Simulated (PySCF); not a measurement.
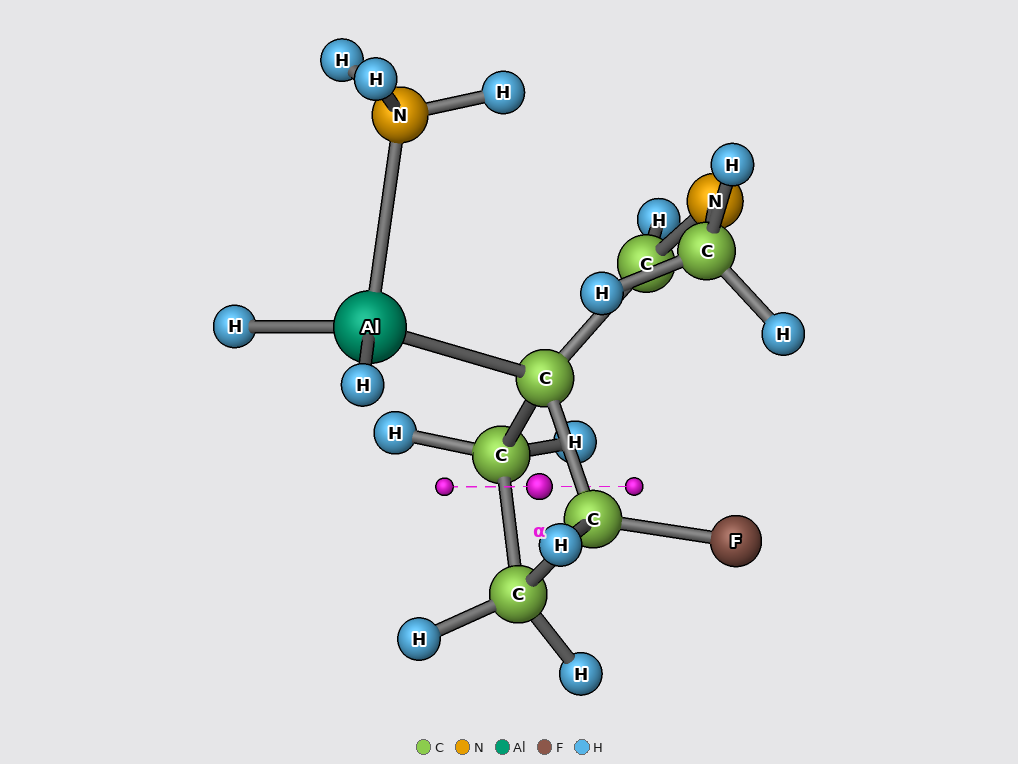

The small points mark where nucleus-independent chemical shifts (NICS) were computed: at the centre of each lettered ring and 1 Å above and below it. The geometry was computed by an optimisation with GFN2-xTB. No frequency run is at hand to confirm it as a minimum. Method: GIAO PBE0/pcSseg-1 NMR shielding, non-relativistic, gas phase (PySCF 2.14.0).

Give NICS(0), NICS(1) and the out-of-plane component NICS(1)zz for each ring (means of the two sides).

| ring | members | NICS(0) | NICS(1) | NICS(1)zz |
| --- | --- | --- | --- | --- |
| α | C4 | −0.2 | −0.8 | 4.2 |

Values in ppm.

The geometry is semi-empirical. Around Al such bond lengths and angles can be off by a tenth of an ångström or more and by several degrees, and values that hang on the shape move with them.
